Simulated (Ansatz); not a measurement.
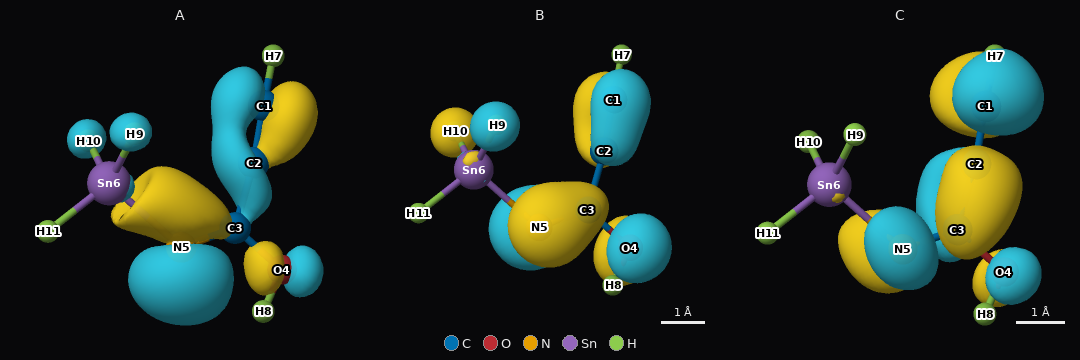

Figure. C₃H₅NOSn (SMILES C#CC(O)=[N][SnH3]). Three frontier orbitals at ±0.1 Å⁻³ᐟ² (yellow and cyan are the two phases), in no order.

Core potentials replace the inner electrons of Sn.

These are results of RKS PBE-D4/def2-SVP (Ansatz 0.2.0), not measurements.

```xyz
11

C     1.7416   -0.8260    1.3725
C     0.6788   -1.0227    0.7959
C    -0.5670   -1.1025    0.0640
O    -1.1540   -2.3238    0.1643
N    -1.1080   -0.1618   -0.6203
Sn   -0.2066    1.7132   -0.7744
H     2.6798   -0.6716    1.8881
H    -1.9753   -2.2367   -0.3704
H    -0.0738    2.4228    0.7971
H     1.3440    1.5500   -1.5225
H    -1.2939    2.6022   -1.7734
```

Order the three orbitals by energy and name them.

B is the HOMO−1 (−6.40 eV). It lies mainly on N5 (about 40 %), O4 (about 20 %), C3 (about 10 %) and C1 (about 10 %). A is the HOMO (−5.90 eV). By Hirshfeld shares it lies mainly on N5 (about 60 %), Sn6 (about 10 %), C1 (about 10 %) and C3 (about 5 %). C is the LUMO (−2.03 eV). By Hirshfeld shares it lies mainly on C1 (about 25 %), C3 (about 20 %), N5 (about 20 %), C2 (about 15 %) and O4 (about 10 %).

What is the HOMO–LUMO gap?

3.87 eV between the orbital energies.
